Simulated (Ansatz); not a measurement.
The starting structures come from a database of crystals and need not be the phases stable at ambient conditions.

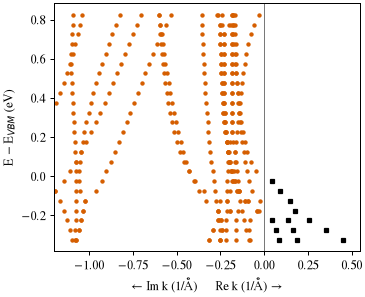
Fig. 1. Complex bands at the centre of the two-dimensional zone; Ansatz (a program for electronic structure) with r2SCAN

The gap is the functional's own. No spin-orbit coupling. Mid-gap values are interpolated on the energy grid.

This is Cu4SnP10 (R3m, not sure to be the ambient phase, 15 atoms a cell, 18.0 Å³ an atom) along the normal of (101). Read off the slowest decay at the centre of the two-dimensional zone at 0.28 eV, the computed energy nearest the middle of the gap.

κ ≈ 0.13 1/Å, a decay length 1/(2κ) of the density of 3.9 Å.
